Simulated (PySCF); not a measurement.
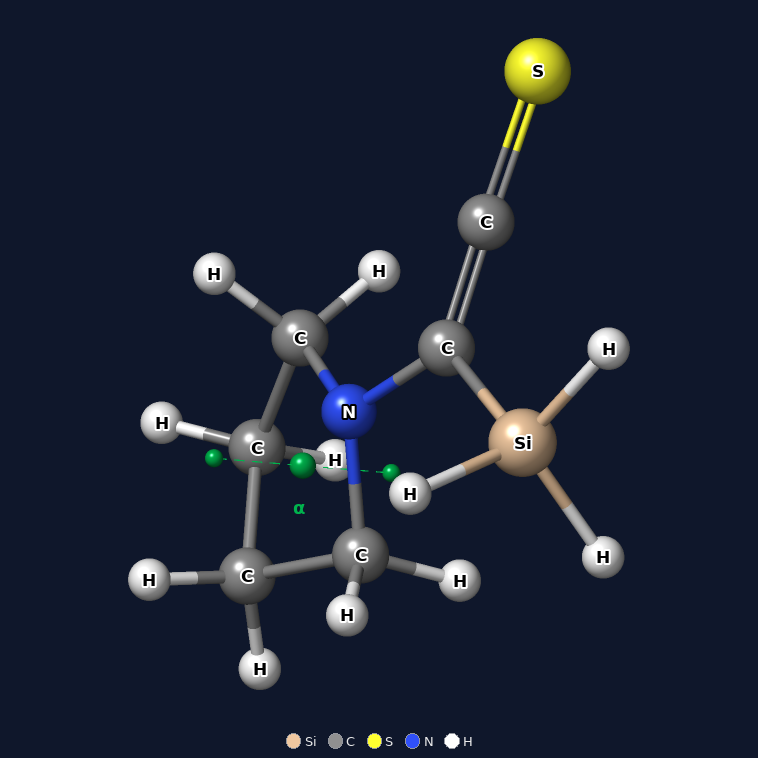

The small points mark where nucleus-independent chemical shifts (NICS) were computed: at the centre of each lettered ring and 1 Å above and below it. Computed geometry: GFN2-xTB optimisation. No frequency run is at hand to confirm it as a minimum. Level of theory: GIAO PBE0/pcSseg-1 NMR shielding, non-relativistic, gas phase (PySCF 2.14.0).

Give NICS(0), NICS(1) and the out-of-plane component NICS(1)zz for each ring (means of the two sides).

```json
{"ring": "α", "members": "C4N", "NICS(0)": "−7.5", "NICS(1)": "−3.6", "NICS(1)zz": "−4.2"}
```

Values in ppm.

**What do the values say about the ring currents?**

Ring α: weak, as in a non-aromatic ring. NICS is one index among several.

The geometry is semi-empirical. Around Si such bond lengths and angles can be off by a tenth of an ångström or more and by several degrees, and values that hang on the shape move with them.
